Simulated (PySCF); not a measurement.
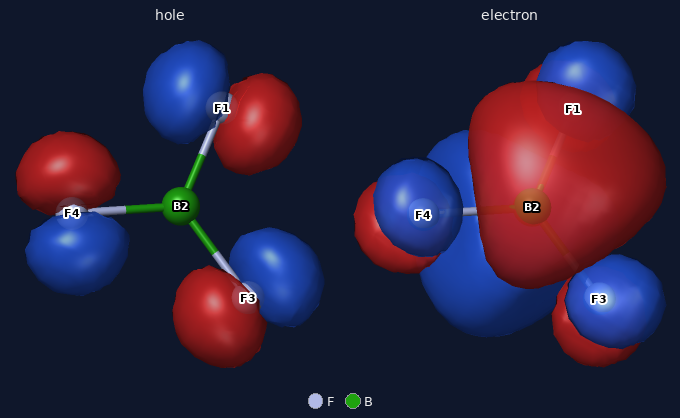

BF3, SMILES `FB(F)F`. Leading natural transition orbital pair of S₁ (TDHF singlet states); the surfaces enclose about 85 % of each orbital's density.

Computed with PySCF, HF/6-31G*, geometry: GFN2-xTB. No frequency check shows the geometry to be a minimum. Without diffuse functions Rydberg states are missing, so the states' numbers hold for this basis only.

Input

```python
import numpy as np
from pyscf import gto, scf, dft, tdscf
from pyscf.scf import atom_ks, atom_hf
from scipy.linalg import block_diag

def solve(mol, dm0=None, hcore=None):
    mf = scf.UHF(mol) if mol.spin else scf.RHF(mol)
    mf = mf.density_fit(auxbasis='def2-universal-jkfit')
    mf.conv_tol, mf.max_cycle = 1e-8, 80
    if hcore is not None:
        mf.get_hcore = lambda *args: hcore
    mf.kernel(dm0)
    if not mf.converged:
        mf = mf.newton().run(mf.mo_coeff, mf.mo_occ, max_cycle=30)
    assert mf.converged, 'SCF not converged'
    return mf

mol = gto.M(atom='''
F     -1.29971    -0.04218     0.00000
B      0.00002     0.00000     0.00000
F      0.61332     1.14667     0.00000
F      0.68638    -1.10449     0.00000
''', basis='6-31g*', charge=0, spin=0, verbose=4)
mf = solve(mol)
td = mf.TDHF()
td.nstates, td.singlet, td.conv_tol = 5, True, 1e-5
td.kernel()
td.analyze()
x, y = np.array([p[0] for p in td.xy]), np.array([p[1] + 0 * p[0] for p in td.xy])
f, mu = td.oscillator_strength(), td.transition_dipole()
nto = [td.get_nto(state=i + 1, verbose=4) for i in range(len(td.e))]
# spherically averaged free atoms, for the promolecule
atm = scf.atom_hf.get_atm_nrhf(mol)
pro = block_diag(*[(atm[a[0]][2] * atm[a[0]][3]) @ atm[a[0]][2].T for a in mol._atom])
np.savez('result.npz', e=td.e, f=f, ok=td.converged, w=[n[0] for n in nto], nto=[n[1] for n in nto], x=x, y=y, c=mf.mo_coeff, occ=mf.mo_occ, eps=mf.mo_energy, pro=pro, mu=mu)
```

Run with:

```sh
OMP_NUM_THREADS=1 python input.py
```

The run took 12 s on 1 thread of Arm Neoverse V2 (shared host), peak memory 0.17 GiB.

Q: Give its energy, strength and character.

A: 13.92 eV (89 nm), f = 0.000 (dark), n → empty p orbital of B2; the leading pair carries 99 %; hole on F1, F3 and F4 (32 % each) and B2 (5 %), electron on B2 (62 %) and F1, F3 and F4 (13 % each); their centroids lie 0.0 Å apart. In canonical orbitals it is mainly HOMO → LUMO (97 %). The HOMO–LUMO gap is 23.39 eV.
